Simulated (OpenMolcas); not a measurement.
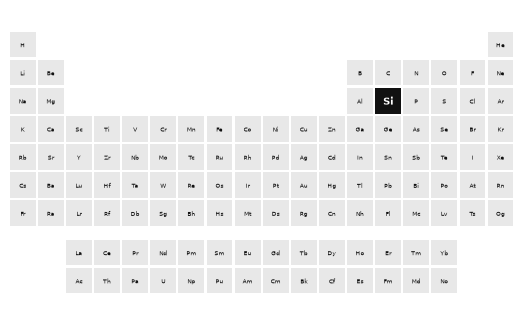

The place of silicon in the periodic table.

**Si⁺: multiconfigurational calculation**

- system: Si⁺.
- method: state-averaged CASSCF, active space 1 electron in the shell 3p, basis ANO-RCC-VQZP, DKH4 scalar Hamiltonian, spin-orbit coupling by RASSI with atomic mean-field integrals (OpenMolcas)

### Input file
```
&GATEWAY
Coord
1

Si 0.0 0.0 0.0
Basis=ANO-RCC-VQZP
Group=XYZ
NoMove
AngMom=0.0 0.0 0.0
AMFI
&SEWARD
Relativistic=R04O02
&RASSCF
FileOrb=start.orb
Symmetry=2
Spin=2
nActEl=1 0 0
Inactive=3 3
Ras2=0 3
CIRoot=6 6 1
SDav=3
CIMx=300
Iter=62 100
PrWF=0.3
OrbListing=Nothing
MaxOrb=0
Atom
>>> COPY $Project.JobIph JOB001
```

The file start.orb holds starting orbitals from an earlier step.

Launched with:
```bash
OMP_NUM_THREADS=1 MOLCAS_MEM=2252 MOLCAS_PROJECT=a pymolcas a.inp > a.log  # once for each step of the input, in one work folder
```

### The program's output (extracts)
```
--- SEWARD ---
Basis set label: SI.ANO-RCC...6S5P3D2F1G.

      Electronic valence basis set:
      ------------------
      Associated Effective Charge  14.000000 au
      Associated Actual Charge     14.000000 au
      Nuclear Model: Point charge

      Shell  nPrim  nBasis  Cartesian Spherical Contaminant
         s      17       6        X
         p      12       5        X
         d       5       3                 X
         f       4       2                 X
         g       2       1                 X
Relativistic=R04O02
                  Relativistic Douglas-Kroll-Hess integrals:
                    - DKH order of Hamiltonian: 4
                    - DKH order of Properties : 2
--- RASSCF ---
Wave function specifications:
      -----------------------------

      Number of closed shell electrons          12
      Number of electrons in active shells       1
      Max number of holes in RAS1 space          0
      Max nr of electrons in RAS3 space          0
      Number of inactive orbitals                6
      Number of active orbitals                  3
      Number of secondary orbitals              50
      Spin quantum number                      0.5
      State symmetry                             2
Orbital specifications:
      -----------------------

      Symmetry species                           1   2
                                                ag  au
      Frozen orbitals                            0   0
      Inactive orbitals                          3   3
      Active orbitals                            0   3
      RAS1 orbitals                              0   0
      RAS2 orbitals                              0   3
      RAS3 orbitals                              0   0
      Secondary orbitals                        27  23
      Deleted orbitals                           0   0
      Number of basis functions                 30  29
      Number of CSFs                             3
      Number of root(s) required                 6
 ************ ERROR ***********
  You can't ask for more roots
  than there are configurations
 ******************************
--- Stop Module: rasscf at  /rc=_RC_INPUT_ERROR_ ---
.####################.
.# User input error #.
.####################.
```

### Outcome

| quantity | value |
| --- | --- |
| outcome | refused by the program |
| hardware | 1 thread of Arm Neoverse V1, 24 GiB of memory available, shared host |

### What went wrong

This input holds a deliberate fault: too many roots. The program refused the input: “You can't ask for more roots”. Caveats: RASSCF multiplicity 2: _RC_INPUT_ERROR_.
